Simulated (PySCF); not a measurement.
# SrZn (charge +1, doublet): what the fields show

```xyz
2

Sr    0.0000    0.0000   -1.4404
Zn    0.0000    0.0000    1.9806
```

Core potentials replace the inner electrons of Sr.

All numbers below come from PySCF, PBE0/def2-SVP, non-relativistic Hamiltonian with scalar-relativistic core potentials where named, at a bond length of 3.421 Å.

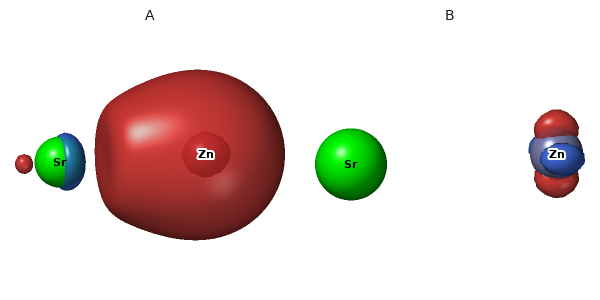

Figure 1. Two frontier α-spin orbitals, each drawn at the value that holds 80 % of its norm (red and blue are the two phases), in no order; of a degenerate pair one member is drawn.

### Label each orbital by symmetry, say whether it is occupied, and order them by energy.

Orbital B: δ, occupied in this spin, −17.33 eV; almost wholly on Zn.
Orbital A: σ, occupied in this spin, −11.25 eV; mainly on Zn (80 %).

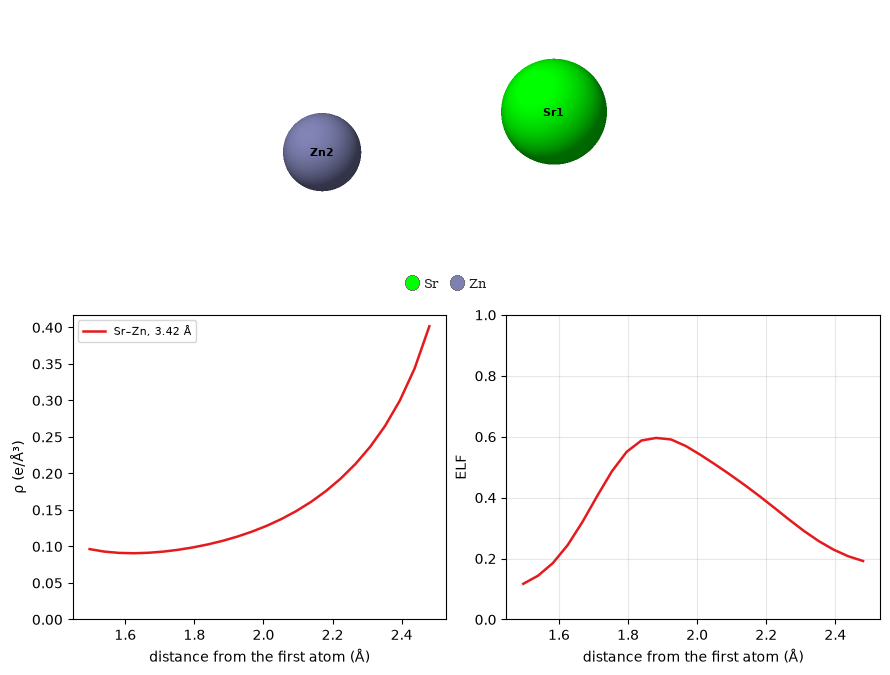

Figure 2. Electron density and electron localisation function along straight lines between neighbouring atoms. The curves leave out the atomic cores. The structure is drawn too.

### What can be read from the curves?

Sr–Zn (3.42 Å): the density is about 0.09 e/Å³ at the midpoint; the ELF is about 0.40 at the midpoint.
